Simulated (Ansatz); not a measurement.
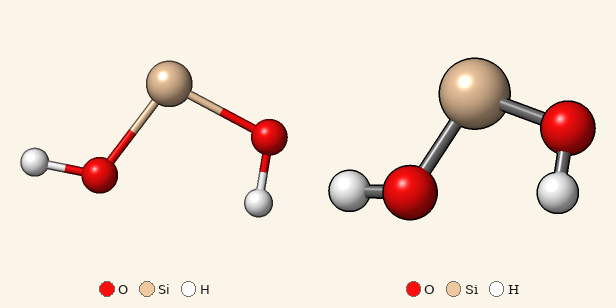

Source: calculation with Ansatz.

Two views of one molecule.

Geometry: moved along internal coordinates away from the minimum.

Describe the molecule.

It has 5 atoms: 2 hydrogen, 2 oxygen and 1 silicon (H2O2Si). As SMILES it reads `O[Si]O`. Among its groups: Si–O bond. All atoms lie on one plane. Coordination: 2 O bent; 1 Si bent.
